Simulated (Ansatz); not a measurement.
**Geometry relaxation of WH7ClO6 (part 2 of 2)**

The same run, continued: WH7ClO6; RKS PBE/def2-SVP (Ansatz 0.2.0). It belongs to a series of runs on one base structure; here: end point B relaxed.

Geometry of the input (Å):
```
W  0.3336  0.3336  -0.1312
Cl -0.4847  -0.2854  3.3365
O  2.1773  -0.3627  -0.3533
H  2.2359  -0.8527  -1.1981
O  -0.0249  2.0179  -0.9951
H  -0.9239  2.3582  -1.1572
O  -1.4112  0.6037  0.6189
H  -1.6777  -0.0535  1.2998
O  -0.1009  -1.4432  0.5128
H  0.6987  -2.0081  0.4922
O  0.1667  -0.3864  -1.9385
H  0.2123  0.3096  -2.6216
O  1.3237  1.2325  1.2666
H  2.2911  1.0897  1.2396
H  0.1729  0.8573  3.1046
```

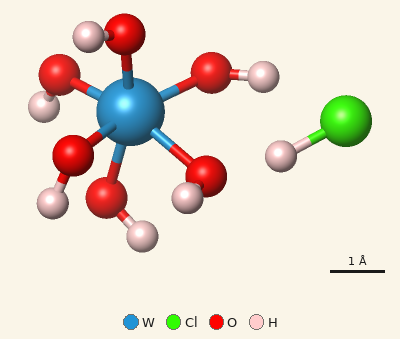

Figure 1. The geometry at step 28 of the log (ball-and-stick view, seen at a tilt).

### Trajectory as extended XYZ, continued
```
15
Properties=species:S:1:pos:R:3:forces:R:3 step=4 energy=-26720.51830
W     0.3198    0.3280   -0.1829   -0.1437  -0.1350  -0.2693
Cl   -0.4659   -0.0802    3.6501    0.4513   0.5931  -0.3515
O     2.1753   -0.3287   -0.3633   -0.0792   0.2432   0.2330
H     2.2753   -0.7976   -1.2104    0.0469  -0.1206  -0.2027
O    -0.0324    2.0213   -1.0227    0.1984  -0.1874   0.0531
H    -0.9219    2.3898   -1.1441   -0.1798   0.1470  -0.0137
O    -1.4140    0.5853    0.5985    0.0230  -0.1768   0.1318
H    -1.6706   -0.0714    1.2913    0.0733   0.1860  -0.1279
O    -0.1063   -1.4422    0.4865    0.1132  -0.0224  -0.0171
H     0.6861   -2.0200    0.4617   -0.0950   0.0403  -0.0035
O     0.1800   -0.3862   -1.9913    0.0011  -0.2984   0.3907
H     0.2452    0.3022   -2.6669    0.0052   0.3195  -0.3890
O     1.2121    1.1559    1.3312    0.3342  -0.0467   0.2335
H     2.1894    1.0308    1.3582   -0.3168   0.0482  -0.0013
H     0.3167    0.7236    2.8803   -0.4322  -0.5899   0.3340
15
Properties=species:S:1:pos:R:3:forces:R:3 step=8 energy=-26720.65204
W     0.2900    0.2130   -0.2370   -0.0996  -0.0239  -0.0274
Cl   -0.6519    0.3266    3.6983    0.0509  -0.0010  -0.1196
O     2.2086   -0.1558   -0.4189    0.0465  -0.0190  -0.0255
H     2.4285   -0.5636   -1.2819   -0.0481   0.0416   0.0441
O    -0.0387    1.9087   -1.0745   -0.3155   0.3696  -0.0371
H    -0.7712    2.5248   -0.8446    0.3836  -0.3089  -0.0585
O    -1.3791    0.5047    0.6272    0.0331  -0.1432   0.2571
H    -1.5438    0.1330    1.5358    0.0003   0.1317  -0.1732
O    -0.0401   -1.5792    0.4039    0.0978  -0.0744  -0.0614
H     0.7099   -2.1965    0.2799   -0.0525   0.0195   0.0153
O     0.1757   -0.4763   -2.0446    0.0036  -0.0410   0.0376
H     0.1605    0.1887   -2.7602   -0.0128   0.0344   0.0443
O     1.0945    0.9812    1.4050   -0.0143  -0.0207   0.0369
H     2.0723    0.9175    1.4199   -0.0425   0.0045   0.0070
H     0.2736    0.6838    2.7679   -0.0304   0.0309   0.0604
15
Properties=species:S:1:pos:R:3:forces:R:3 step=11 energy=-26720.71263
W     0.2550    0.1298   -0.2308   -0.1186  -0.0360   0.0343
Cl   -0.7531    0.4456    3.6434   -0.0226   0.0069   0.0583
O     2.1933   -0.0943   -0.4073   -0.0158   0.0036   0.0208
H     2.4257   -0.4194   -1.3001    0.0176  -0.0022  -0.0065
O    -0.0084    1.8193   -1.1472   -0.1771   0.3025   0.0481
H    -0.5095    2.5471   -0.7162    0.2154  -0.2892  -0.1392
O    -1.3743    0.4016    0.6707    0.0922  -0.0502   0.2988
H    -1.4961    0.2909    1.6649   -0.0398   0.0316  -0.2798
O     0.0499   -1.7057    0.3293    0.1599  -0.0108  -0.0694
H     0.7809   -2.3205    0.1180   -0.0895  -0.0091   0.0231
O     0.1255   -0.5272   -2.0451   -0.0188   0.0399   0.0044
H     0.0506    0.1880   -2.7097    0.0034   0.0000   0.0171
O     1.0169    0.9555    1.4258   -0.0476  -0.0061   0.0760
H     1.9964    0.9437    1.4408   -0.0129  -0.0007  -0.0229
H     0.2361    0.7562    2.7397    0.0539   0.0197  -0.0630
15
Properties=species:S:1:pos:R:3:forces:R:3 step=14 energy=-26720.75534
W     0.2287    0.0491   -0.2150    0.0234   0.0117   0.0131
Cl   -0.7979    0.6642    3.6660   -0.0030   0.0111  -0.0175
O     2.1795   -0.0465   -0.3719   -0.0027  -0.0559  -0.0606
H     2.4586   -0.3041   -1.2737    0.0025   0.0171   0.0239
O     0.0133    1.7416   -1.1680   -0.1127   0.4442   0.3078
H    -0.1658    2.5315   -0.6021    0.1204  -0.3953  -0.2882
O    -1.3781    0.2424    0.7215    0.0166   0.0215   0.0287
H    -1.5341    0.2850    1.7101    0.0106  -0.0007  -0.0040
O     0.1642   -1.8156    0.2350    0.1560  -0.0928  -0.1032
H     0.8068   -2.4775   -0.0901   -0.1089   0.0855   0.0439
O     0.0211   -0.5289   -2.0437   -0.0202  -0.0195   0.0218
H    -0.0697    0.2252   -2.6649    0.0192  -0.0299   0.0389
O     0.9440    0.9645    1.4314   -0.0180  -0.0013   0.0042
H     1.9253    0.9963    1.4306   -0.0806   0.0020  -0.0123
H     0.1929    0.8834    2.7111   -0.0027   0.0022   0.0035
15
Properties=species:S:1:pos:R:3:forces:R:3 step=18 energy=-26720.77234
W     0.2186    0.0010   -0.2105    0.0430  -0.0460  -0.0234
Cl   -0.8636    0.7918    3.6484   -0.0095   0.0041  -0.0012
O     2.1737   -0.0690   -0.3549   -0.0222   0.0206  -0.0272
H     2.4788   -0.2567   -1.2647   -0.0017   0.0115  -0.0027
O     0.0536    1.7231   -1.1344    0.0253   0.0770   0.0619
H     0.1356    2.5035   -0.5487   -0.0081  -0.0710  -0.0460
O    -1.3745    0.1193    0.7494   -0.0086   0.0057   0.0053
H    -1.5337    0.2382    1.7322   -0.0042   0.0002   0.0040
O     0.2484   -1.8774    0.1728   -0.0264   0.0011  -0.0182
H     0.8934   -2.5148   -0.1847    0.0081   0.0068   0.0104
O    -0.1194   -0.5131   -2.0323   -0.0019  -0.0199   0.0416
H    -0.2125    0.2591   -2.6297    0.0067   0.0105   0.0066
O     0.8889    0.9842    1.4216   -0.0023   0.0011  -0.0015
H     1.8668    1.0505    1.4227   -0.0053  -0.0037   0.0044
H     0.1349    0.9710    2.6889    0.0073   0.0020  -0.0140
15
Properties=species:S:1:pos:R:3:forces:R:3 step=21 energy=-26720.77544
W     0.2200   -0.0317   -0.2131   -0.0386   0.0095  -0.0217
Cl   -0.9217    0.8903    3.6123    0.0049   0.0019  -0.0074
O     2.1720   -0.0894   -0.3826    0.0675  -0.0423  -0.1039
H     2.4717   -0.1703   -1.3124   -0.0419   0.0213   0.1151
O     0.0945    1.7156   -1.1039    0.0008   0.0000   0.0098
H     0.2356    2.4754   -0.5058   -0.0081   0.0000  -0.0084
O    -1.3727    0.0733    0.7483    0.0183   0.0056   0.0159
H    -1.5459    0.2389    1.7234   -0.0003  -0.0018  -0.0231
O     0.2781   -1.9106    0.1560    0.0304  -0.0285   0.0129
H     0.9694   -2.5238   -0.1569   -0.0196   0.0340   0.0015
O    -0.1850   -0.5021   -2.0271   -0.0068   0.0447  -0.0061
H    -0.2870    0.2894   -2.5989   -0.0032  -0.0349  -0.0036
O     0.8875    0.9409    1.4290   -0.0077  -0.0089   0.0325
H     1.8643    1.0146    1.4382   -0.0001   0.0031  -0.0036
H     0.1080    1.0001    2.6697    0.0045  -0.0038  -0.0097
15
Properties=species:S:1:pos:R:3:forces:R:3 step=25 energy=-26720.77999
W     0.2130   -0.0630   -0.2219    0.0359  -0.0386  -0.0765
Cl   -0.9652    0.9372    3.5718   -0.0208   0.0097   0.0117
O     2.1660   -0.1826   -0.4044    0.3294   0.2085  -1.0472
H     2.4664    0.0931   -1.3198   -0.3089  -0.2442   0.9949
O     0.2021    1.6946   -1.1022    0.0224   0.0096   0.0126
H     0.3675    2.4482   -0.5030    0.0143   0.0002   0.0123
O    -1.3807    0.0564    0.7296   -0.0132   0.0439   0.0228
H    -1.5659    0.2610    1.6966    0.0193  -0.0138  -0.0012
O     0.3072   -1.9299    0.1893    0.0559  -0.0168  -0.0193
H     1.0505   -2.4945   -0.0992   -0.0253   0.0449   0.0189
O    -0.2948   -0.5034   -2.0136   -0.0266   0.0188   0.0594
H    -0.4225    0.2728   -2.5989    0.0033  -0.0343   0.0106
O     0.8872    0.8870    1.4411   -0.0751   0.0483   0.0407
H     1.8653    0.9335    1.4640   -0.0364  -0.0133  -0.0063
H     0.0927    1.0001    2.6466    0.0258  -0.0230  -0.0334
15
Properties=species:S:1:pos:R:3:forces:R:3 step=28 energy=-26720.81557 accepted=F
W     0.1626   -0.0915   -0.2625    0.3154  -0.0315  -0.0921
Cl   -0.9697    0.8821    3.5270    0.0459   0.0291   0.0036
O     2.1064   -0.3363   -0.5198    0.7282   1.5295  -1.0144
H     2.4765    0.4755   -1.0321   -0.7250  -1.6305   0.9624
O     0.4131    1.6344   -1.1824    0.0487   0.4753   0.5871
H     0.6083    2.3757   -0.5513   -0.0926  -0.5304  -0.4220
O    -1.4225    0.0517    0.6973   -0.0786   0.1761   0.0735
H    -1.5728    0.2501    1.6740   -0.0040  -0.0230  -0.0033
O     0.3645   -1.9131    0.2535    0.1339  -0.0273  -0.1201
H     1.1917   -2.3769    0.0074   -0.0394   0.0089   0.0334
O    -0.5387   -0.4979   -1.9800   -0.0524   0.0478   0.0478
H    -0.6440    0.2610   -2.5888   -0.0092  -0.0639  -0.0673
O     0.8771    0.9177    1.3778    0.1721   0.0201   0.1228
H     1.8528    0.7912    1.4661   -0.4717   0.0597  -0.0367
H     0.0836    0.9868    2.5899    0.0287  -0.0399  -0.0747
15
Properties=species:S:1:pos:R:3:forces:R:3 step=31 energy=-26720.89804
W     0.1736   -0.0876   -0.2686   -0.0709  -0.0245  -0.0470
Cl   -0.9743    0.8829    3.5489   -0.0366  -0.0049   0.0291
O     2.1143   -0.3251   -0.5520    0.0050  -0.0136  -0.0052
H     2.4921    0.4115   -1.0720   -0.0208   0.0024   0.0125
O     0.4107    1.6507   -1.1449    0.0130  -0.0116   0.0130
H     0.6783    2.3534   -0.5208   -0.0010   0.0088   0.0067
O    -1.4283    0.0776    0.6786    0.0797  -0.0036  -0.0152
H    -1.5779    0.2707    1.6522   -0.0275   0.0008   0.0309
O     0.4023   -1.9081    0.2421   -0.0002   0.0415  -0.0048
H     1.2463   -2.3544    0.0292    0.0094  -0.0158   0.0051
O    -0.5653   -0.4844   -1.9690    0.0227   0.0224   0.0303
H    -0.7075    0.2331   -2.6170   -0.0082  -0.0122  -0.0180
O     0.8499    0.9114    1.3866   -0.0021  -0.0004   0.0023
H     1.8183    0.8126    1.4847   -0.0332   0.0056   0.0256
H     0.0566    0.9662    2.5982    0.0706   0.0049  -0.0652
15
Properties=species:S:1:pos:R:3:forces:R:3 step=35 energy=-26720.90395
W     0.1607   -0.0862   -0.2817   -0.0478  -0.0265  -0.0392
Cl   -0.9566    0.8827    3.5025   -0.0837  -0.0150   0.0732
O     2.1004   -0.3220   -0.5697    0.0187   0.0044   0.0013
H     2.4750    0.4331   -1.0649   -0.0049  -0.0071   0.0045
O     0.4087    1.6639   -1.1197    0.0058   0.0211   0.0356
H     0.6717    2.3590   -0.4837   -0.0050  -0.0212  -0.0286
O    -1.4282    0.0872    0.6772    0.0627  -0.0238  -0.0850
H    -1.5720    0.2829    1.6574   -0.0111   0.0175   0.0779
O     0.4063   -1.8952    0.2572    0.0198  -0.0014  -0.0016
H     1.2602   -2.3402    0.0790   -0.0360   0.0235   0.0022
O    -0.5725   -0.4816   -1.9785   -0.0079   0.0257  -0.0233
H    -0.7242    0.2075   -2.6548    0.0056  -0.0316   0.0265
O     0.8509    0.8991    1.3947    0.1048   0.0262   0.0348
H     1.8099    0.7721    1.5443   -0.0635  -0.0020  -0.0330
H     0.0986    0.9483    2.5169    0.0427   0.0102  -0.0456
15
Properties=species:S:1:pos:R:3:forces:R:3 step=38 energy=-26720.89310 accepted=F
W     0.1238   -0.0709   -0.3197   -0.1114  -0.0353  -0.0734
Cl   -0.9892    0.8046    3.4059   -0.2999  -0.0524   0.2066
O     2.0756   -0.2960   -0.5778   -0.0232   0.0339  -0.0288
H     2.4456    0.4749   -1.0525    0.0205  -0.0312   0.0017
O     0.3894    1.6996   -1.0727    0.0739   0.1246   0.2161
H     0.6842    2.3858   -0.4353   -0.0688  -0.1183  -0.1680
O    -1.4085    0.1219    0.6867    0.0908  -0.0807  -0.5599
H    -1.5088    0.3228    1.7030   -0.0579   0.0754   0.4540
O     0.3971   -1.8444    0.3098    0.2313  -0.1397  -0.0037
H     1.2697   -2.2838    0.1886   -0.2287   0.1549   0.0168
O    -0.6024   -0.4912   -1.9997   -0.0739   0.1501  -0.2645
H    -0.7695    0.1227   -2.7481    0.0723  -0.1947   0.2800
O     0.8756    0.9123    1.4225    1.0588  -0.1032  -0.4316
H     1.7989    0.6506    1.6704   -0.6125   0.1363  -0.1545
H     0.2073    0.9017    2.2951   -0.0713   0.0804   0.5093
15
Properties=species:S:1:pos:R:3:forces:R:3 step=41 energy=-26720.91884 accepted=F
W     0.1031   -0.0510   -0.3638   -0.5786   0.2932   0.2219
Cl   -1.1435    0.6608    3.3818    0.0954   0.0596   0.0686
O     2.0627   -0.2910   -0.6418   -0.0645  -0.0133   0.0224
H     2.4509    0.4441   -1.1567   -0.0342  -0.0049   0.0559
O     0.3891    1.7372   -1.0446    0.0295  -0.0322   0.1210
H     0.6925    2.4387   -0.4333   -0.0330  -0.0815  -0.1039
O    -1.3828    0.2005    0.6780    0.3672  -0.1413  -0.4648
H    -1.4417    0.3748    1.8142   -0.2038  -0.0874  -0.1826
O     0.3974   -1.7760    0.3773    0.0500  -0.0944   0.0761
H     1.2946   -2.1594    0.2943    0.0040  -0.0052  -0.0501
O    -0.6187   -0.5268   -2.0296    0.0121  -0.1046   0.1481
H    -0.7570    0.0451   -2.8019   -0.0349   0.0975  -0.1476
O     0.9131    0.9014    1.4296   -0.0163   0.2456   0.2283
H     1.7646    0.5158    1.6945    0.2677  -0.0694   0.0760
H     0.2647    0.8963    2.2781    0.1396  -0.0616  -0.0694
15
Properties=species:S:1:pos:R:3:forces:R:3 step=45 energy=-26720.95178
W     0.0938   -0.0427   -0.3557   -0.0201  -0.0953   0.0046
Cl   -1.1296    0.6701    3.3587   -0.0107   0.0093  -0.0137
O     2.0545   -0.2973   -0.6200   -0.0403   0.0208  -0.0098
H     2.4512    0.4585   -1.0948    0.0136   0.0021  -0.0091
O     0.3837    1.7347   -1.0394   -0.0009   0.0112   0.0193
H     0.6938    2.4410   -0.4418    0.0128   0.0262  -0.0179
O    -1.4004    0.1792    0.6540    0.0705   0.0256   0.0482
H    -1.4944    0.3503    1.7831    0.0143  -0.0137  -0.0589
O     0.3907   -1.7761    0.3781   -0.0655  -0.0091   0.0373
H     1.2795   -2.1663    0.2529    0.0471   0.0199  -0.0143
O    -0.6253   -0.5326   -2.0167   -0.0097  -0.0077  -0.0302
H    -0.7746    0.0334   -2.7955    0.0032   0.0066  -0.0088
O     0.9521    0.9288    1.4396   -0.1470   0.0731   0.0758
H     1.8070    0.5304    1.6881    0.0770  -0.0483   0.0104
H     0.3071    0.8992    2.2858    0.0558  -0.0207  -0.0328
15
Properties=species:S:1:pos:R:3:forces:R:3 step=48 energy=-26720.95527
W     0.0825   -0.0372   -0.3674    0.0013   0.0157  -0.0053
Cl   -1.1685    0.6406    3.3505   -0.0017   0.0007   0.0058
O     2.0439   -0.2936   -0.6381   -0.0025   0.0034   0.0067
H     2.4463    0.4558   -1.1181    0.0052  -0.0027  -0.0011
O     0.3803    1.7449   -1.0268   -0.0028  -0.0069   0.0149
H     0.7179    2.4590   -0.4544    0.0024   0.0047  -0.0095
O    -1.3965    0.1977    0.6458    0.0016  -0.0100  -0.0002
H    -1.4925    0.3582    1.8030   -0.0080   0.0028   0.0023
O     0.3910   -1.7523    0.4070   -0.0060  -0.0112   0.0051
H     1.2932   -2.1124    0.2763    0.0044   0.0076  -0.0079
O    -0.6365   -0.5459   -2.0239   -0.0048  -0.0073   0.0158
H    -0.7734    0.0057   -2.8149    0.0043   0.0075  -0.0127
O     0.9638    0.9258    1.4550    0.0102  -0.0152  -0.0019
H     1.8055    0.4899    1.6925    0.0165  -0.0004  -0.0096
H     0.3319    0.8745    2.2897   -0.0201   0.0114  -0.0026
```

### Summary

```tsv
quantity	value
outcome	converged
total energy	−26720.9553 eV
mean-field energy	−26720.9553 eV
largest force (length of the vector) at the end	0.023 eV/Å
wall time	92 s (CPU time 5.6 min)
peak memory	0.29 GiB
```
